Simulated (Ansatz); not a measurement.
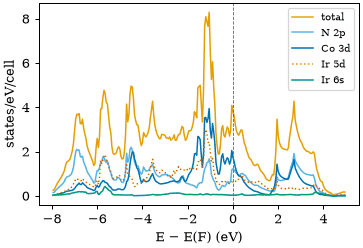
Total and projected density of states of CoIrN$_{2}$ in space group R-3m (No. 166; Co on 3b, Ir on 3a, N on 6c), PBE (plane waves, PAW; program Ansatz)

Which orbitals carry the states next to the Fermi level?

Within 0.5 eV of the Fermi level: Co 3d 45 %, N 2p 27 %, Ir 5d 23 %. Projections are on Löwdin-orthogonalised atomic valence shells; empty p or d shells of many metals are not among them.

Where is the tallest occupied peak in this window, and what makes it?

Near -1.1 eV, about 8.3 states/eV per cell; the largest projected share is Co 3d.

The start of the workflow was typed in or built on a structure type; neither database checked (COD, Materials Project) lists it. Its standing as an ambient phase is unchecked. Symmetry was held in the PBE relaxation; its stability against distortions is not shown here. The workflow began spin-polarised and lost its moments. Its formation energy is positive at this level, so the cell may be metastable or incomplete. Spin–orbit coupling is left out wherever it is not named.

Potentials: the later of the program's two PAW sets.
